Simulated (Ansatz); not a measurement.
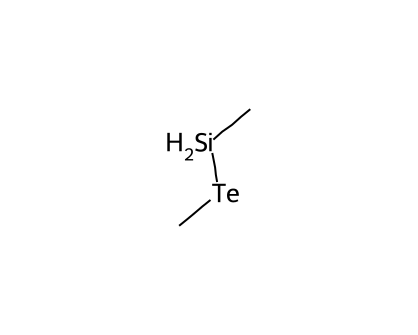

A structural formula.

> Give its SMILES.

C[SiH2][Te]C

> What is the molecular formula?

C2H8SiTe.

> An optimisation with PBE0-D4/def2-TZVP gave a structure of which point group?

C1. Other conformers may differ.

More results for the same structure follow; atom numbers are the same in all pictures, views and colours differ. The computed structure is the end point of a PBE0-D4/def2-TZVP optimisation.

**Geometry**

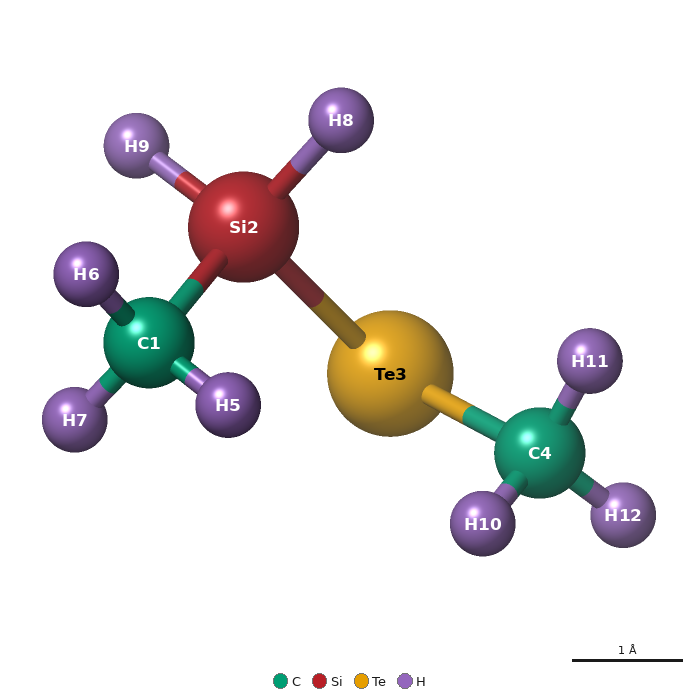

The atoms are numbered.

List the bonds and their lengths.

| bond | length (Å) | order |
| --- | --- | --- |
| C1–Si2 | 1.870 | single |
| C1–H5 | 1.092 | single |
| C1–H6 | 1.094 | single |
| C1–H7 | 1.091 | single |
| Si2–Te3 | 2.489 | single |
| Si2–H8 | 1.489 | single |
| Si2–H9 | 1.487 | single |
| Te3–C4 | 2.152 | single |
| C4–H10 | 1.087 | single |
| C4–H11 | 1.088 | single |
| C4–H12 | 1.088 | single |

**Vibrations**

Harmonic vibrations computed with RKS PBE0-D4/def2-TZVP, core potentials on Te (Ansatz 0.2.0) at a stationary point of the same level.

> How many vibrational modes are there, and where do they lie?

30 modes: 46, 97, 110, 164, 168, 334, 448, 538, 625, 677, 723, 842, 851, 877, 888, 928, 1254, 1272, 1444, 1448, 1458, 1463, 2203, 2221, 3050, 3082, 3133, 3147, 3185, 3191 cm⁻¹.

**Electronic properties**

Properties computed with RKS r2SCANh-D4/def2-TZVPP, core potentials on Te (Ansatz 0.2.0).

> Estimate the HOMO energy (Kohn–Sham orbital).

−5.59 eV.

> Estimate the dispersion correction.

−7.3 kJ/mol.

> Estimate the LUMO energy (Kohn–Sham orbital).

−0.83 eV.

**Charges**

The questions are on Mulliken charges. Method: RKS r2SCAN-D4/def2-TZVPP, core potentials on Te (Ansatz 0.2.0).

> Which atom carries the highest charge (most positive or least negative)?

Si2 (0.25 e).

> And the lowest?

C4 (−0.36 e).

Give the Mulliken charges atom by atom.

```
atom  value (e)
  C1      −0.29
 Si2       0.25
 Te3      −0.04
  C4      −0.36
  H5       0.07
  H6       0.08
  H7       0.09
  H8      −0.07
  H9      −0.08
 H10       0.11
 H11       0.12
 H12       0.11
```

**Dipole moment**

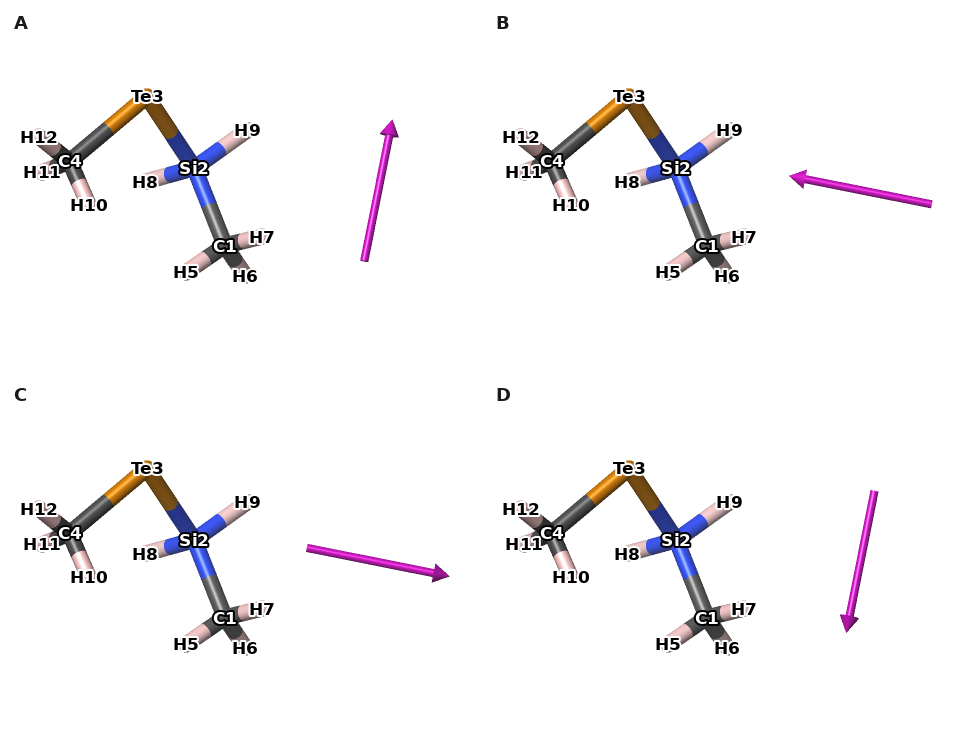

The same molecule four times, each with an arrow. Method: RKS B3LYP-D4/def2-TZVPP, core potentials on Te (Ansatz 0.2.0).

> Which arrow points along the dipole moment, from the negative to the positive end?

D. The dipole moment is 1.61 D; it points from the side of Te3, H9 to the side of H5 (the outermost atoms at the two ends).

Mulliken values depend strongly on the basis set and can even reverse the polarity of a bond.
